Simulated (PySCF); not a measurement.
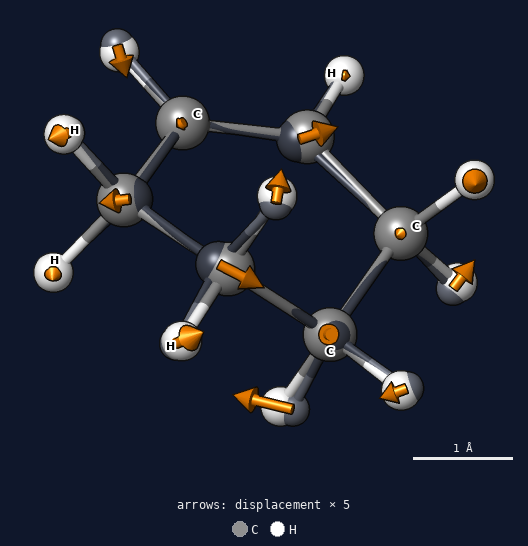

A relaxation of C6H10. The starting structure is drawn faded, the final one solid; orange arrows show the displacements, 5 times their true length. The two geometries are superimposed by the best rigid fit.

A ball-and-stick model, seen from a free direction.

The start comes from MMFF94s. Its atoms were then displaced at random by about 0.03 Å.

All numbers below come from PBE0-D3(BJ)/def2-SVP geometry optimisation, gas phase in PySCF 2.14.0, density-fitted response routines. 

What did the optimiser do to the structure, and how much energy did it gain?

The largest move after the best rigid fit is that of an H atom, 0.14 Å. Largest moves by element: H 0.14 Å, C 0.11 Å. Among the contacts that change: C–C 1.391 → 1.525 Å, C–C 1.245 → 1.338 Å, C–C 1.600 → 1.524 Å, C–H 1.157 → 1.096 Å. Among the angles between lasting bonds that change: C–C–H 101.1° → 108.9°, C–C–H 116.0° → 109.1°, C–C–H 104.1° → 110.8°. The energy falls by 1.100 eV in 9 geometry steps. Cost: 56 s on 1 thread of Arm Neoverse V2, on a shared host.
